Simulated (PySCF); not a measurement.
Vertical excitations of a molecule CH9NSi2 from TDA-PBE/def2-SVPD run with PySCF, as energy in eV (oscillator strength): 5.05 (0.000), 5.77 (0.034), 5.91 (0.006), 6.24 (0.003), 6.45 (0.003), 6.53 (0.001), 6.76 (0.004), 6.87 (0.008), 7.26 (0.075), 7.32 (0.027). Lowest triplet (TDA): 4.83 eV. The structure is a stationary point at ωB97X-D3(BJ)/def2-SVP. One conformer was computed; it need not be the lowest.

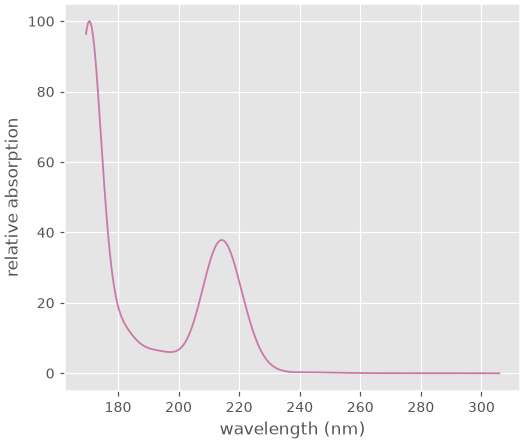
The lines broadened by 0.4 eV.

Q: Pick the molecule that these values belong to.
A) CN[SiH2][SiH3]
B) CN([SiH3])[SiH3]
C) N[SiH2]C[SiH3]
D) C[Si@@H](N)[SiH3]

A: B, CN([SiH3])[SiH3]
